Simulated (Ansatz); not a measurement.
## Electronic structure of H6OSi2···H2O in real space

```csv
atom,x (Å),y (Å),z (Å)
Si,1.2521,-0.2380,-0.4261
O,0.3646,2.1041,-1.1535
O,-0.3719,-0.0441,0.0226
Si,-1.4354,-1.0132,0.8723
H,1.4504,-0.2315,-1.9097
H,1.5757,-1.6310,0.0805
H,0.6557,2.6671,-0.4102
H,2.1609,0.7015,0.3156
H,-0.3726,1.5728,-0.7638
H,-1.6260,-0.4642,2.2626
H,-0.8973,-2.4186,0.9554
H,-2.7562,-1.0052,0.1542
```

All numbers below come from Ansatz, RKS LDA/def2-SVP.

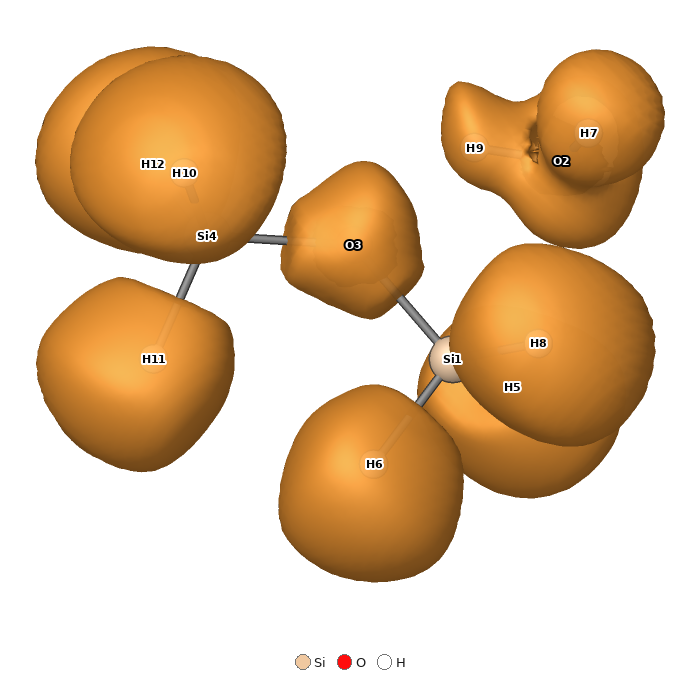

Figure 1. Isosurface of the electron localisation function at 0.75 (orange), seen across its widest extent. Core shells and regions of very low density are left out.

Q: Describe the localisation domains.

A: The surface consists of six regions around hydrogen nuclei, one region wrapped around O (its lone pairs, merged into a ring or cap) and one joined region spread over several atoms (H, O), in which their bonds and any lone pairs are merged. Profiles from the grid: O3···H9 (1.80 Å): the ELF dips to about 0.15 between them; a closed-shell contact with the geometry of a hydrogen bond. Si–O (1.67 Å): the ELF peaks at about 0.85 between the atoms (a shared but strongly polarised pair).

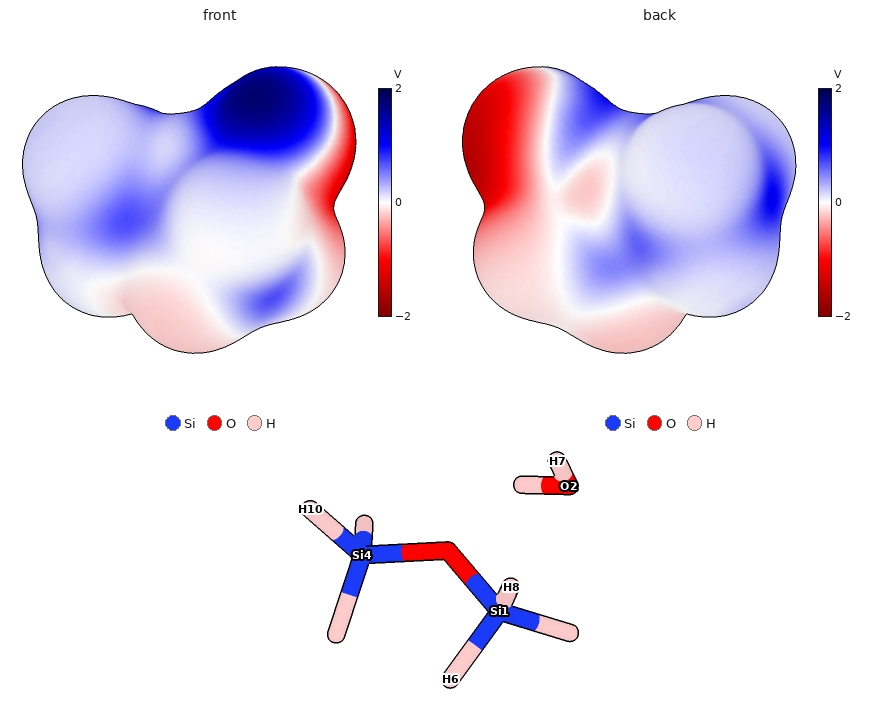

Figure 2. The molecular electrostatic potential painted on the density surface at 0.001 e/bohr³, seen from the front and from behind; red is negative and blue positive. The bare structure is drawn below in the same view.

Q: Which sites attract a positive test charge, and which a negative one?

A: A positive charge is drawn to the negative regions and a negative charge to the positive ones. The most negative region (about −1.5 V) lies over O2, the most positive (about +1.8 V) over H7. O2 is the likeliest acceptor of a hydrogen bond.

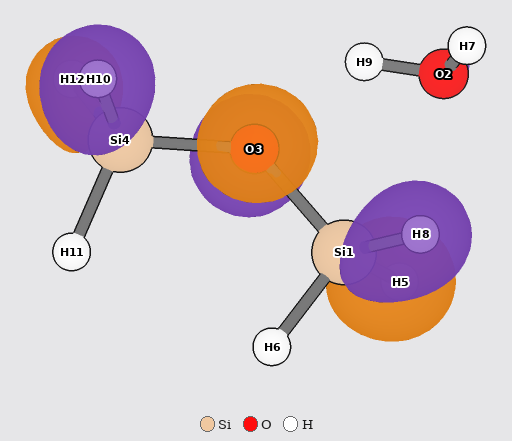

Figure 3. The HOMO−1 at ±0.15 Å⁻³ᐟ² (orange and purple are the two phases), seen across its widest extent.

Q: Where does this orbital lie, and at what energy?

A: It lies mainly on O3 (about 35 %), Si1 (about 15 %), Si4 (about 10 %), H5 (about 10 %), H10 (about 10 %) and H8 (about 10 %). Its energy is −7.28 eV.

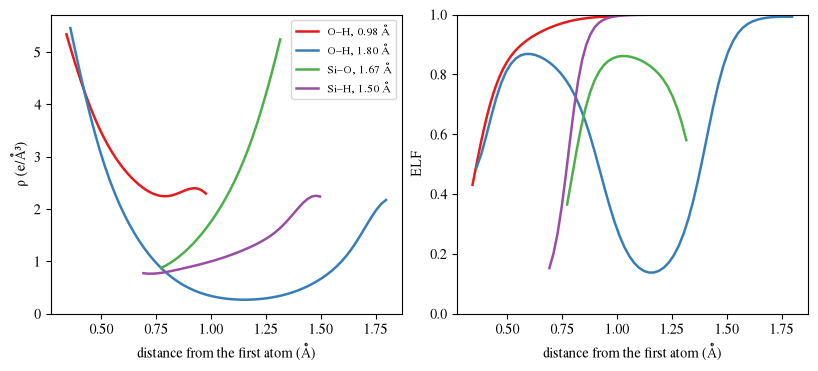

Figure 4. Total electron density and ELF along straight lines between neighbouring atoms. The curves leave out the atomic cores.

Q: Compare the contacts.

A: O–H (0.98 Å): ρ is about 3.6 e/Å³ halfway; the ELF climbs to about 1 towards the hydrogen, as it does in any bond to H; a covalent bond by its length.
O3···H9 (1.80 Å): the density falls to about 0.27 e/Å³ on the way; the ELF dips to about 0.15 between them (a closed-shell contact with the geometry of a hydrogen bond).
Si–O (1.67 Å): ρ is about 1 e/Å³ halfway; the ELF peaks at about 0.85 between the atoms, as expected for a shared but strongly polarised pair.
Si–H (1.50 Å): ρ is about 0.77 e/Å³ halfway; the ELF climbs to about 1 towards the hydrogen.
